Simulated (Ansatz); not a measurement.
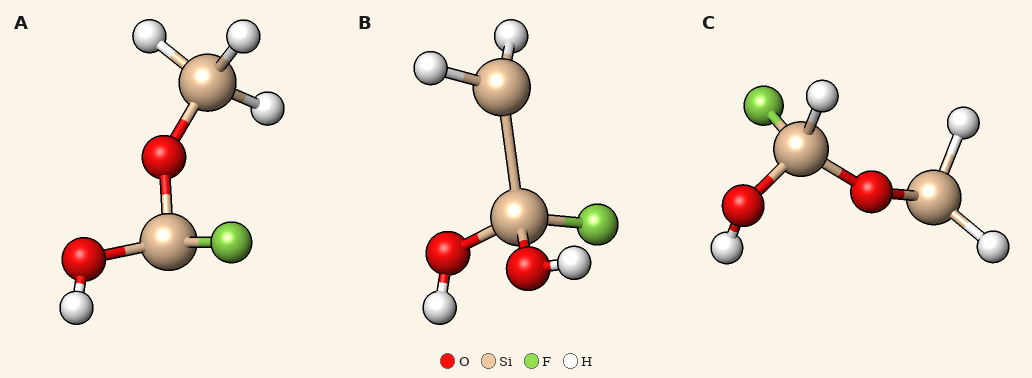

Source: calculation with Ansatz.

The species is neutral and a spin doublet.

> Which panel belongs to which SMILES?
(1) O[Si](O)(F)[SiH2]
(2) O[Si](F)O[SiH3]
(3) O[Si@H](F)O[SiH2]

A is (2), B is (1), C is (3).
